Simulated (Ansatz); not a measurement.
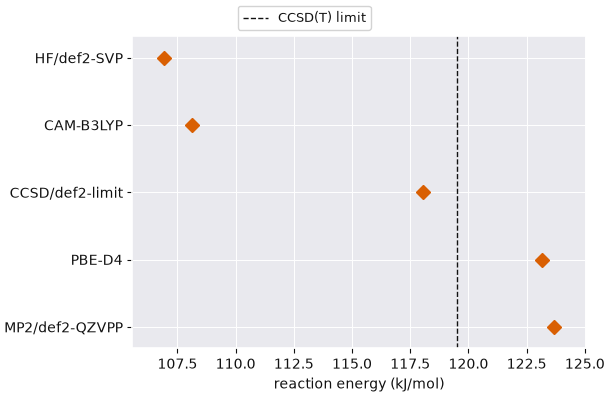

Electronic reaction energy of Si₂H₅O₂F (O[SiH2][SiH](O)F) → SiH₄O (O[SiH3]) + SiHOF (O[Si]F) [singlet] (SMILES in brackets) at several levels (functionals in def2-TZVPP unless a basis is named), isolated molecules at PBE0-D4 triple-zeta geometries, minima by their frequencies, no zero-point or thermal terms, the Ansatz code. The line is frozen-core CCSD(T) at the basis limit (MP2 extrapolated from triple and quadruple zeta, plus CCSD(T) less MP2 in a smaller set). No dispersion term is added to CAM-B3LYP. The distance of HF/def2-SVP and MP2/def2-QZVPP to the limit includes basis error. The limit lies 6.0 kJ/mol from CCSD(T)/def2-TZVPP, so the line itself is uncertain by a part of that.

### What range do the values span, the line included?

From 106.9 kJ/mol (HF/def2-SVP) to 123.7 kJ/mol (MP2/def2-QZVPP).

### Give the values.

```
          level  kJ/mol  less CCSD(T) limit
    HF/def2-SVP   106.9               −12.6
      CAM-B3LYP   108.1               −11.4
CCSD/def2-limit   118.1                −1.5
         PBE-D4   123.2                 3.6
 MP2/def2-QZVPP   123.7                 4.2
  CCSD(T) limit   119.5                 0.0
```

Note: one conformer of each flexible molecule.
